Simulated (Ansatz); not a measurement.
# Si2H6O + H2O: a complex and its separated parts, part 2 of 2

Ansatz 0.2.0, Gaussian basis. The steps go on from the part before.

### Step 13. CAM-B3LYP-D4/def2-TZVPP

The inputs:

parta/in.yaml

```yaml
crystal:
  periodic: [false, false, false]
  atoms:
    - {symbol: Si, position_ang: [-1.328000, -0.247737, -0.404826]}
    - {symbol: Si, position_ang: [0.354351, -1.330511, 0.804148]}
    - {symbol: H, position_ang: [-1.773629, -1.093332, -1.551464]}
    - {symbol: H, position_ang: [-2.528819, -0.026831, 0.454054]}
    - {symbol: O, position_ang: [-0.696953, 1.187786, -0.930225]}
    - {symbol: H, position_ang: [1.535377, -1.600708, -0.058391]}
    - {symbol: H, position_ang: [0.782358, -0.508471, 1.967237]}
    - {symbol: H, position_ang: [-0.175383, -2.628171, 1.306712]}
    - {symbol: H, position_ang: [-1.265843, 1.761813, -1.445176]}
basis:
  gaussian: {orbitals: def2-TZVPP}
hamiltonian: {xc: {name: CAM-B3LYP}, dispersion: d4}
```

partb/in.yaml

```yaml
crystal:
  periodic: [false, false, false]
  atoms:
    - {symbol: H, position_ang: [2.071834, 1.783006, 0.581896]}
    - {symbol: O, position_ang: [1.934369, 1.214918, -0.179161]}
    - {symbol: H, position_ang: [1.090338, 1.488339, -0.544807]}
basis:
  gaussian: {orbitals: def2-TZVPP}
hamiltonian: {xc: {name: CAM-B3LYP}, dispersion: d4}
```

The same command starts each run, in its folder.

Run with:

```
$ ansatz run in.yaml --threads 4 --pin off --events-out ev --progress --plain --max-ram 9574MiB
```

Output in parta, shortened:

```text
Functional definition: CAM-B3LYP
  name "CAM-B3LYP"
  cite "Yanai, Tew & Handy, Chem. Phys. Lett. 393, 51 (2004) doi:10.1016/j.cplett.2004.06.011"
  cite "Iikura, Tsuneda, Yanai & Hirao, J. Chem. Phys. 115, 3540 (2001) doi:10.1063/1.1383587"
  cite "Becke, Phys. Rev. A 38, 3098 (1988) doi:10.1103/PhysRevA.38.3098"
  cite "Lee, Yang & Parr, Phys. Rev. B 37, 785 (1988) doi:10.1103/PhysRevB.37.785"
[...]
  # Exact exchange under (alpha + beta erf(omega r))/r, Becke's under what is left of 1/r.
[...]
1087 factors; their error is unknown
282 factors; integrals over basis functions are off by at most 1.3e-5 eV
[...]
mean field -17902.03063661 eV, -657.8874914633 hartree, gradient 5.8e-5 eV, S^2 0.000000; 0 other end points of the search recorded, 0 dependent functions left out
reference -17902.03076796 eV, -657.8874962904 hartree; 21, 21 occupied and 178, 178 virtual orbitals, 1087 factors
Total energy: -17902.16894020 eV, -657.8925740264 hartree
```

Log of partb, shortened:

```text
[... 6 set-up lines as earlier in the session ...]
[...]
  # Exact exchange under (alpha + beta erf(omega r))/r, Becke's under what is left of 1/r.
[...]
269 factors; their error is unknown
72 factors; integrals over basis functions are off by at most 2.4e-5 eV
[...]
mean field -2079.99968057 eV, -76.4385783866 hartree, gradient 1.1e-5 eV, S^2 0.000000; 0 other end points of the search recorded, 0 dependent functions left out
reference -2079.99974800 eV, -76.4385808647 hartree; 5, 5 occupied and 54, 54 virtual orbitals, 269 factors
Total energy: -2080.00381410 eV, -76.4387302909 hartree
```

They took 1.6 s (parta), 0.2 s (partb) on 4 threads of Arm Neoverse V1, shared host.

### Step 14. wB97X-V/def2-TZVPP

The same edit goes into each in.yaml of step 13 (parta, partb):

```diff
-hamiltonian: {xc: {name: CAM-B3LYP}, dispersion: d4}
+hamiltonian: {xc: {name: wB97X-V}}
```

Each run has its own folder and the same command.

Run with:

```
$ ansatz run in.yaml --threads 4 --pin off --events-out ev --progress --plain --max-ram 9574MiB
```

Log of parta, shortened:

```text
Functional definition: wB97X-V
  name "wB97X-V"
  cite "Mardirossian & Head-Gordon, Phys. Chem. Chem. Phys. 16, 9904 (2014) doi:10.1039/C3CP54374A"
[... 2 set-up lines as earlier in the session ...]
[...]
      + integral(e_c_pw_opposite_spin*poly(b97_u_opposite, cos0, cos1)) + vv10(b, c)
1087 factors; their error is unknown
257 factors; integrals over basis functions are off by at most 1.2e-5 eV
[...]
mean field -17899.19786697 eV, -657.7833890989 hartree, gradient 2.9e-5 eV, S^2 0.000000; 0 other end points of the search recorded, 0 dependent functions left out
reference -17899.19786472 eV, -657.7833890163 hartree; 21, 21 occupied and 178, 178 virtual orbitals, 1087 factors
Total energy: -17899.19786472 eV, -657.7833890163 hartree
```

Output in partb, shortened:

```text
[... 5 set-up lines as earlier in the session ...]
[...]
      + integral(e_c_pw_opposite_spin*poly(b97_u_opposite, cos0, cos1)) + vv10(b, c)
269 factors; their error is unknown
69 factors; integrals over basis functions are off by at most 2.2e-5 eV
[...]
mean field -2079.88767483 eV, -76.4344622516 hartree, gradient 2.2e-5 eV, S^2 0.000000; 0 other end points of the search recorded, 0 dependent functions left out
reference -2079.88767394 eV, -76.4344622187 hartree; 5, 5 occupied and 54, 54 virtual orbitals, 269 factors
Total energy: -2079.88767394 eV, -76.4344622187 hartree
```

They took 3.7 s (parta), 0.4 s (partb) on 4 threads of Arm Neoverse V1, shared host.

### Step 15. wB97M-V/def2-TZVPP

The same edit goes into each in.yaml of step 14 (parta, partb):

```diff
-hamiltonian: {xc: {name: wB97X-V}}
+hamiltonian: {xc: {name: wB97M-V}}
```

Each run has its own folder and the same command.

Run with:

```
$ ansatz run in.yaml --threads 4 --pin off --events-out ev --progress --plain --max-ram 9574MiB
```

Log of parta, shortened:

```text
Functional definition: wB97M-V
  name "wB97M-V"
  cite "Mardirossian & Head-Gordon, J. Chem. Phys. 144, 214110 (2016) doi:10.1063/1.4952647"
[... 2 set-up lines as earlier in the session ...]
  # Of w^i u^j: cxij and so on, Table III.
[...]
  gx(w, u) = 1 - cx + cx01*u + cx10*w
[...]
      + integral(e_c_pw_mod_opposite_spin*gos(b97_w_opposite, b97_u_opposite)) + vv10(b, c)
1087 factors; their error is unknown
257 factors; integrals over basis functions are off by at most 1.2e-5 eV
[...]
mean field -17900.08825048 eV, -657.8161100896 hartree, gradient 3.0e-5 eV, S^2 0.000000; 0 other end points of the search recorded, 0 dependent functions left out
reference -17900.08830501 eV, -657.8161120936 hartree; 21, 21 occupied and 178, 178 virtual orbitals, 1087 factors
Total energy: -17900.08830501 eV, -657.8161120936 hartree
```

Output in partb, shortened:

```text
[... 5 set-up lines as earlier in the session ...]
  # Of w^i u^j: cxij and so on, Table III.
[...]
  gx(w, u) = 1 - cx + cx01*u + cx10*w
[...]
      + integral(e_c_pw_mod_opposite_spin*gos(b97_w_opposite, b97_u_opposite)) + vv10(b, c)
269 factors; their error is unknown
69 factors; integrals over basis functions are off by at most 2.2e-5 eV
[...]
mean field -2079.85938628 eV, -76.4334226663 hartree, gradient 2.9e-5 eV, S^2 0.000000; 0 other end points of the search recorded, 0 dependent functions left out
reference -2079.85940829 eV, -76.4334234751 hartree; 5, 5 occupied and 54, 54 virtual orbitals, 269 factors
Total energy: -2079.85940829 eV, -76.4334234751 hartree
```

They took 4 s (parta), 0.4 s (partb) on 4 threads of Arm Neoverse V1, shared host.

### Step 16. B2PLYP/def2-TZVPP

Each input of step 15 (parta, partb) changes in the same lines:

```diff
-hamiltonian: {xc: {name: wB97M-V}}
+hamiltonian: {xc: {name: B2PLYP}}
```

Each run has its own folder and the same command.

Run with:

```
$ ansatz run in.yaml --threads 4 --pin off --events-out ev --progress --plain --max-ram 9574MiB
```

Log of parta, shortened:

```text
Functional definition: B2PLYP
  name "B2PLYP"
  cite "Grimme, J. Chem. Phys. 124, 034108 (2006) doi:10.1063/1.2148954"
[... 2 set-up lines as earlier in the session ...]
[...]
1140 factors; integrals over basis functions are off by at most 6.1e-4 eV
[...]
mean field -17889.89279526 eV, -657.4414340210 hartree, gradient 2.8e-6 eV, S^2 0.000000; 0 other end points of the search recorded, 0 dependent functions left out
11 core orbitals not correlated: weight in the atoms' cores, before any rotation towards them, 1.000 or more for the frozen orbitals, at most 0.000 for the correlated occupied ones
reference -17889.89296552 eV, -657.4414402779 hartree; 10, 10 occupied and 178, 178 virtual orbitals, 1140 factors
second order -16.45283266 eV of doubles, -0.00000000 eV of singles
Total energy: -17894.33523034 eV, -657.6046904989 hartree
```

Output in partb, shortened:

```text
[... 5 set-up lines as earlier in the session ...]
[...]
361 factors; integrals over basis functions are off by at most 8.6e-4 eV
[...]
mean field -2077.03825482 eV, -76.3297479975 hartree, gradient 1.4e-6 eV, S^2 0.000000; 0 other end points of the search recorded, 0 dependent functions left out
1 core orbitals not correlated: weight in the atoms' cores, before any rotation towards them, 1.000 or more for the frozen orbitals, at most 0.000 for the correlated occupied ones
reference -2077.03833985 eV, -76.3297511223 hartree; 4, 4 occupied and 54, 54 virtual orbitals, 361 factors
second order -8.41883978 eV of doubles, -0.00000000 eV of singles
Total energy: -2079.31142659 eV, -76.4132855193 hartree
```

Times: 2.5 s (parta), 0.25 s (partb) on 4 threads of Arm Neoverse V1, shared host.

### Step 17. PBE-QIDH/def2-TZVPP

The same edit goes into each in.yaml of step 16 (parta, partb):

```diff
-hamiltonian: {xc: {name: B2PLYP}}
+hamiltonian: {xc: {name: PBE-QIDH}}
```

One command serves all of them, each in its own folder.

Run with:

```
$ ansatz run in.yaml --threads 4 --pin off --events-out ev --progress --plain --max-ram 9574MiB
```

Output in parta, shortened:

```text
Functional definition: PBE-QIDH
  name "PBE-QIDH"
  cite "Brémond, Sancho-García, Pérez-Jiménez & Adamo, J. Chem. Phys. 141, 031101 (2014) doi:10.1063/1.4890314"
[... 1 set-up line as earlier in the session ...]
[...]
1140 factors; integrals over basis functions are off by at most 6.1e-4 eV
[...]
mean field -17883.42204932 eV, -657.2036384936 hartree, gradient 2.5e-6 eV, S^2 0.000000; 0 other end points of the search recorded, 0 dependent functions left out
11 core orbitals not correlated: weight in the atoms' cores, before any rotation towards them, 1.000 or more for the frozen orbitals, at most 0.000 for the correlated occupied ones
reference -17883.42206261 eV, -657.2036389819 hartree; 10, 10 occupied and 178, 178 virtual orbitals, 1140 factors
second order -15.29123221 eV of doubles, -0.00000000 eV of singles
Total energy: -17888.51914001 eV, -657.3909531216 hartree
```

partb printed, shortened:

```text
[... 4 set-up lines as earlier in the session ...]
[...]
361 factors; integrals over basis functions are off by at most 8.6e-4 eV
[...]
mean field -2075.58431397 eV, -76.2763166569 hartree, gradient 2.3e-6 eV, S^2 0.000000; 0 other end points of the search recorded, 0 dependent functions left out
1 core orbitals not correlated: weight in the atoms' cores, before any rotation towards them, 1.000 or more for the frozen orbitals, at most 0.000 for the correlated occupied ones
reference -2075.58431946 eV, -76.2763168587 hartree; 4, 4 occupied and 54, 54 virtual orbitals, 361 factors
second order -7.85908872 eV of doubles, -0.00000000 eV of singles
Total energy: -2078.20401570 eV, -76.3725889198 hartree
```

They took 2.5 s (parta), 0.25 s (partb) on 4 threads of Arm Neoverse V1, shared host.

### Step 18. RPA on PBE/def2-TZVPP

The same edit goes into each in.yaml of step 17 (parta, partb):

```diff
-hamiltonian: {xc: {name: PBE-QIDH}}
+hamiltonian: {xc: pbe}
+correlation: {method: rpa}
```

One command serves all of them, each in its own folder.

Run with:

```
$ ansatz run in.yaml --threads 4 --pin off --events-out ev --progress --plain --max-ram 9574MiB
```

parta printed, shortened:

```text
[... 4 set-up lines as earlier in the session ...]
[...]
1140 factors; integrals over basis functions are off by at most 6.1e-4 eV
[...]
mean field -17891.64721192 eV, -657.5059076441 hartree, gradient 8.7e-7 eV, S^2 0.000000; 0 other end points of the search recorded, 0 dependent functions left out
11 core orbitals not correlated: weight in the atoms' cores, before any rotation towards them, 1.000 or more for the frozen orbitals, at most 0.000 for the correlated occupied ones
reference -17857.97172624 eV, -656.2683563715 hartree; 10, 10 occupied and 178, 178 virtual orbitals, 1140 factors
Total energy: -17882.18222571 eV, -657.1580758164 hartree
```

Output in partb, shortened:

```text
[... 4 set-up lines as earlier in the session ...]
[...]
361 factors; integrals over basis functions are off by at most 8.6e-4 eV
[...]
mean field -2078.40758472 eV, -76.3800699434 hartree, gradient 6.7e-6 eV, S^2 0.000000; 0 other end points of the search recorded, 0 dependent functions left out
1 core orbitals not correlated: weight in the atoms' cores, before any rotation towards them, 1.000 or more for the frozen orbitals, at most 0.000 for the correlated occupied ones
reference -2069.53689674 eV, -76.0540781727 hartree; 4, 4 occupied and 54, 54 virtual orbitals, 361 factors
Total energy: -2080.48264035 eV, -76.4563268311 hartree
```

Wall times: 2.3 s (parta), 0.25 s (partb) on 4 threads of Arm Neoverse V1, shared host.

### Step 19. CCSD(T)/def2-TZVPP

The same edit goes into each in.yaml of step 18 (parta, partb):

```diff
-hamiltonian: {xc: pbe}
-correlation: {method: rpa}
+correlation: {method: ccsd_t}
```

The same command starts each run, in its folder.

Run with:

```
$ ansatz run in.yaml --threads 4 --pin off --events-out ev --progress --plain --max-ram 9574MiB
```

Output in parta, shortened:

```text
Functional definition: HF
  name "HF"
  cite "Fock, Z. Phys. 61, 126 (1930) doi:10.1007/BF01340294"
[... 1 set-up line as earlier in the session ...]
[...]
1140 factors; integrals over basis functions are off by at most 6.1e-4 eV
[...]
mean field -17859.23755764 eV, -656.3148748172 hartree, gradient 6.2e-6 eV, S^2 0.000000; 0 other end points of the search recorded, 0 dependent functions left out
11 core orbitals not correlated: weight in the atoms' cores, before any rotation towards them, 1.000 or more for the frozen orbitals, at most 0.000 for the correlated occupied ones
reference -17859.23755764 eV, -656.3148748172 hartree; 10, 10 occupied and 178, 178 virtual orbitals, 1140 factors
second order -13.54151193 eV of doubles, -0.00000000 eV of singles
cycle   1  -14.27808340 eV  change   -7.4e-1 eV  update   8.7e-2
[...]
cycle   9  -14.77352406 eV  change   -1.1e-5 eV  update   1.3e-5
perturbative correction -0.48021130 eV, -0.0176474399 hartree
Total energy: -17874.49129300 eV, -656.8754392524 hartree
```

Output in partb, shortened:

```text
[... 4 set-up lines as earlier in the session ...]
[...]
361 factors; integrals over basis functions are off by at most 8.6e-4 eV
[...]
mean field -2069.76235350 eV, -76.0623635559 hartree, gradient 3.6e-6 eV, S^2 0.000000; 0 other end points of the search recorded, 0 dependent functions left out
1 core orbitals not correlated: weight in the atoms' cores, before any rotation towards them, 1.000 or more for the frozen orbitals, at most 0.000 for the correlated occupied ones
reference -2069.76235350 eV, -76.0623635559 hartree; 4, 4 occupied and 54, 54 virtual orbitals, 361 factors
second order -7.10564009 eV of doubles, -0.00000000 eV of singles
cycle   1  -7.11168179 eV  change   -6.0e-3 eV  update   4.1e-2
[...]
cycle   8  -7.26614829 eV  change    3.6e-6 eV  update   7.2e-6
perturbative correction -0.20741189 eV, -0.0076222462 hartree
Total energy: -2077.23591368 eV, -76.3370118267 hartree
```

Times: 21 s (parta), 0.25 s (partb) on 4 threads of Arm Neoverse V1, shared host; peak memory 2.2 GiB.

### Step 20. Vibrations of Si2H6O

vib-parta/in.yaml

```yaml
crystal:
  periodic: [false, false, false]
  atoms:
    - {symbol: Si, position_ang: [-1.328000, -0.247737, -0.404826]}
    - {symbol: Si, position_ang: [0.354351, -1.330511, 0.804148]}
    - {symbol: H, position_ang: [-1.773629, -1.093332, -1.551464]}
    - {symbol: H, position_ang: [-2.528819, -0.026831, 0.454054]}
    - {symbol: O, position_ang: [-0.696953, 1.187786, -0.930225]}
    - {symbol: H, position_ang: [1.535377, -1.600708, -0.058391]}
    - {symbol: H, position_ang: [0.782358, -0.508471, 1.967237]}
    - {symbol: H, position_ang: [-0.175383, -2.628171, 1.306712]}
    - {symbol: H, position_ang: [-1.265843, 1.761813, -1.445176]}
basis:
  gaussian: {orbitals: def2-TZVP}
hamiltonian: {xc: pbe0, dispersion: d4}
phonons: {temperatures: {t_min: 298.15, t_max: 900, t_step: 200}}
```

Run with:

```
$ ansatz run in.yaml --threads 4 --pin off --events-out ev --progress --plain --max-ram 9574MiB
```

What it wrote, shortened:

```text
[... 5 set-up lines as earlier in the session ...]
[...]
951 factors; their error is unknown
[...]
mean field -17893.30841812 eV, -657.5669558458 hartree, gradient 6.6e-5 eV, S^2 0.000000; 0 other end points of the search recorded, 0 dependent functions left out
[...]
Atom 7 at    -0.175383    -2.628171     1.306712 Å, force    -0.000397    -0.000807    -0.000037 eV/Å
Atom 8 at    -1.265843     1.761813    -1.445176 Å, force     0.001983    -0.002635     0.001375 eV/Å
Dipole moment:    -0.219993     0.103285    -0.136294 e Å
Vibrations: 101.76 162.42 196.47 360.11 418.22 513.21 614.09 732.03 778.93 853.81 861.75 933.13 934.48 955.21 968.00 2184.58 2186.15 2215.08 2225.35 2230.81 3915.47 cm⁻¹, zero-point energy 1.508954 eV
```

Wall time 45 s (4 threads of Arm Neoverse V1, shared host).

Wavenumbers and character of the modes:

| mode | wavenumber (cm⁻¹) | character |
| --- | --- | --- |
| 1 | 102 | torsion |
| 2 | 162 | bend |
| 3 | 196 | torsion |
| 4 | 360 | bend with torsion |
| 5 | 418 | Si–Si stretch |
| 6 | 513 | bend |
| 7 | 614 | bend with torsion |
| 8 | 732 | bend with torsion |
| 9 | 779 | bend |
| 10 | 854 | Si–O stretch |
| 11 | 862 | bend |
| 12 | 933 | bend with torsion |
| 13 | 934 | bend with torsion |
| 14 | 955 | bend |
| 15 | 968 | torsion with bend |
| 16 | 2185 | Si–H stretch |
| 17 | 2186 | Si–H stretch |
| 18 | 2215 | Si–H stretch |
| 19 | 2225 | Si–H stretch |
| 20 | 2231 | Si–H stretch |
| 21 | 3915 | O–H stretch |

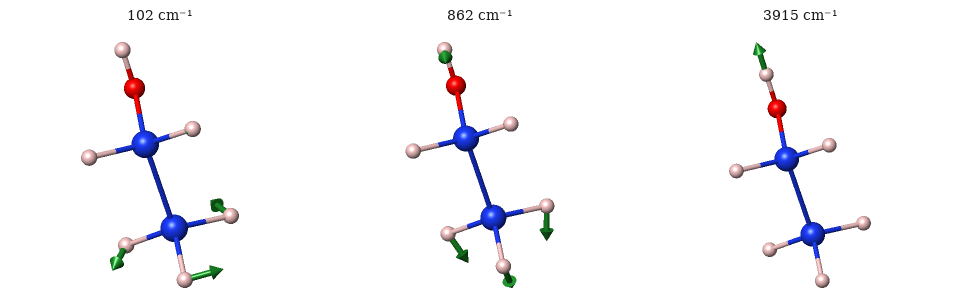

How the atoms move in 3 of the modes.

Vibrational sums (real modes only):

| T (K) | entropy (J/mol/K) | heat capacity (J/mol/K) |
| --- | --- | --- |
| 298 | 52.2 | 63.8 |
| 498 | 93.2 | 95.8 |
| 698 | 128.9 | 115.8 |
| 898 | 159.8 | 129.6 |

### Step 21. Vibrations of H2O

vib-partb/in.yaml

```yaml
crystal:
  periodic: [false, false, false]
  atoms:
    - {symbol: H, position_ang: [2.071834, 1.783006, 0.581896]}
    - {symbol: O, position_ang: [1.934369, 1.214918, -0.179161]}
    - {symbol: H, position_ang: [1.090338, 1.488339, -0.544807]}
basis:
  gaussian: {orbitals: def2-TZVP}
hamiltonian: {xc: pbe0, dispersion: d4}
phonons: {temperatures: {t_min: 298.15, t_max: 900, t_step: 200}}
```

Run with:

```
$ ansatz run in.yaml --threads 4 --pin off --events-out ev --progress --plain --max-ram 9574MiB
```

What it wrote, shortened:

```text
[... 5 set-up lines as earlier in the session ...]
[...]
239 factors; their error is unknown
[...]
mean field -2078.33307655 eV, -76.3773318185 hartree, gradient 1.2e-5 eV, S^2 0.000000; 0 other end points of the search recorded, 0 dependent functions left out
[...]
Total energy: -2078.33734652 eV, -76.3774887371 hartree
Atom 0 at     2.071834     1.783006     0.581896 Å, force     0.000695    -0.000785    -0.000340 eV/Å
Atom 1 at     1.934369     1.214918    -0.179161 Å, force    -0.001727     0.001715     0.000575 eV/Å
Atom 2 at     1.090338     1.488339    -0.544807 Å, force     0.001032    -0.000930    -0.000235 eV/Å
Dipole moment:    -0.260513     0.310268     0.145790 e Å
Vibrations: 1623.08 3851.41 3959.04 cm⁻¹, zero-point energy 0.584805 eV
```

Run time: 1.1 s. Hardware: 4 threads of Arm Neoverse V1, shared host.

The modes, with what each moves most:

| mode | wavenumber (cm⁻¹) | character |
| --- | --- | --- |
| 1 | 1623 | bend |
| 2 | 3851 | O–H stretch |
| 3 | 3959 | O–H stretch |

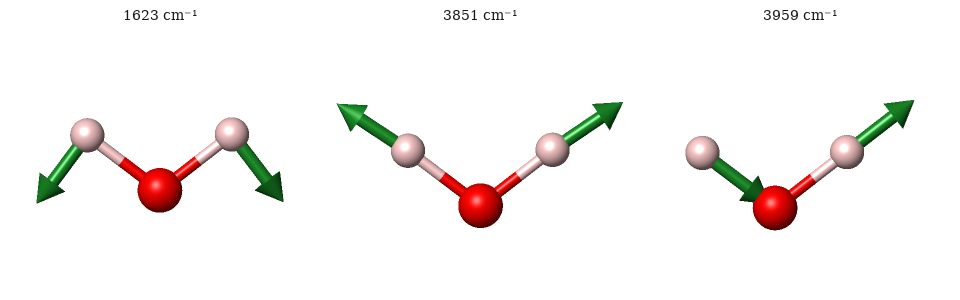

Displacements of 3 modes, as arrows.

Vibrational sums (real modes only):

| T (K) | entropy (J/mol/K) | heat capacity (J/mol/K) |
| --- | --- | --- |
| 298 | 0.0 | 0.2 |
| 498 | 0.4 | 1.7 |
| 698 | 1.4 | 3.9 |
| 898 | 2.6 | 6.1 |

### Step 22. Complex less separated parts

The complex's own energies come from single points at the same levels.

Rows are in def2-TZVPP; times add the 3 runs of a level on a shared host, so small differences are noise.

Differences are taken before rounding.

| method | rung | complex less parts (kJ/mol) | from CCSD(T) (kJ/mol) | time |
| --- | --- | --- | --- | --- |
| SPW92 | LDA | -43.6 | -20.3 | 2 s |
| PBE-D4 | GGA | -28.5 | -5.2 | 3.1 s |
| BLYP-D4 | GGA | -26.9 | -3.6 | 3.5 s |
| r2SCAN-D4 | meta-GGA | -26.7 | -3.4 | 6.1 s |
| B97M-V | meta-GGA | -25.9 | -2.6 | 13 s |
| PBE0-D4 | hybrid | -26.2 | -2.9 | 4.2 s |
| B3LYP-D4 | hybrid | -26.4 | -3.1 | 4.1 s |
| r2SCAN0-D4 | hybrid | -25.9 | -2.6 | 7 s |
| BHLYP-D4 | hybrid | -26.3 | -3.1 | 3.9 s |
| CAM-B3LYP-D4 | range-separated hybrid | -28.1 | -4.8 | 4.5 s |
| wB97X-V | range-separated hybrid | -25.7 | -2.4 | 11 s |
| wB97M-V | range-separated hybrid | -27.2 | -4.0 | 11 s |
| B2PLYP | double hybrid | -20.6 | +2.7 | 7.3 s |
| PBE-QIDH | double hybrid | -22.5 | +0.8 | 7.5 s |
| RPA on PBE | RPA | -19.3 | +3.9 | 7.2 s |
| Hartree-Fock | wavefunction | -7.7 | +15.5 |  |
| MP2 | wavefunction | -23.8 | -0.5 |  |
| CCSD | wavefunction | -20.7 | +2.5 |  |
| CCSD(T) | wavefunction | -23.3 | 0 | 2.4 min |

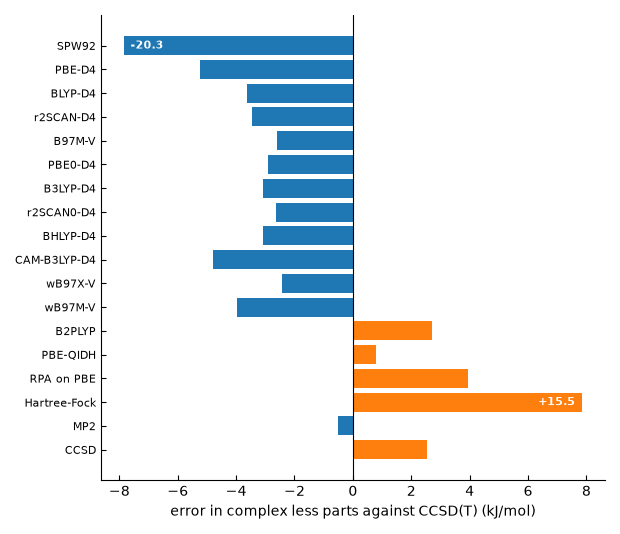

How far each level lands from CCSD(T). Bars with a number in them are cut short.

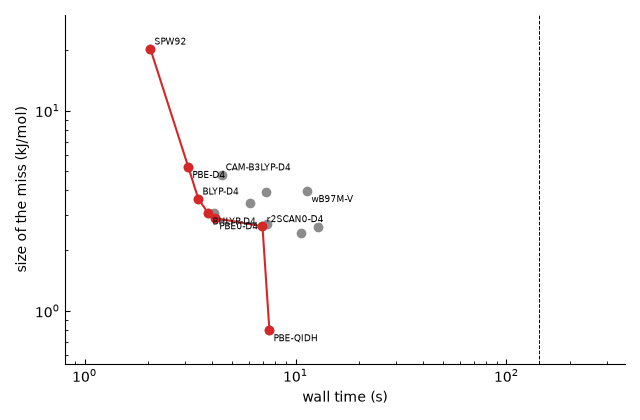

Accuracy for the time spent; red marks the levels that beat every quicker one drawn (of those quicker than the yardstick), and the dashed line is the time of CCSD(T). Only those levels and the largest misses are named. Times are from a shared host.

PBE-QIDH reaches 0.8 kJ/mol from the reference in 7.5 s, where CCSD(T) took 2.4 min; the quickest level in the cost chart, SPW92, takes 2 s and misses by 20.3 kJ/mol.

The complex's zero-point energy, from a separate PBE0-D4 run, is 2.184 eV.

### Step 23. What came out

The summary covers parts 1 to 2.

| quantity | value |
| --- | --- |
| complex less parts, CCSD(T)/def2-TZVPP | -23.3 kJ/mol |
| with zero-point energy | -14.6 kJ/mol |
| largest T1 diagnostic | 0.012 |

At CCSD(T) the complex lies 23.3 kJ/mol below its parts. PBE-QIDH is the best functional here (+0.8 kJ/mol from CCSD(T)); SPW92 is the worst (-20.3 kJ/mol). Mean unsigned error by rung: LDA 20.3, GGA 4.4, meta-GGA 3.0, hybrid 2.9, range-separated hybrid 3.7, double hybrid 1.8 kJ/mol. PBE-D4 gives a relative energy 5.2 kJ/mol too low, outside chemical accuracy (1 kcal/mol, 4.2 kJ/mol). No counterpoise was applied, and triple zeta lacks some correlation, so the CCSD(T) reference has a basis error of its own, and close matches with it are partly luck.
